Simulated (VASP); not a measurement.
Band structure of ZrN (rock salt). Method: PBE GGA with D3 dispersion (Becke-Johnson damping), VASP's PBE PAW potentials (set 64) (plane waves; VASP).

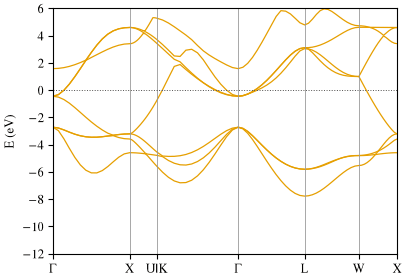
Bands along high-symmetry lines, zero at the valence-band maximum or, without a gap, the Fermi level

### Question
Read the plot: is there a gap, and where are the band edges?

### Answer
It has no gap at this level: it comes out as a metal or semimetal. (Edges off the drawn lines would not show.)

The compound is ZrN in the rock salt structure. It was relaxed first. The electron count is odd and the run is not spin-polarised, which forces a metal.
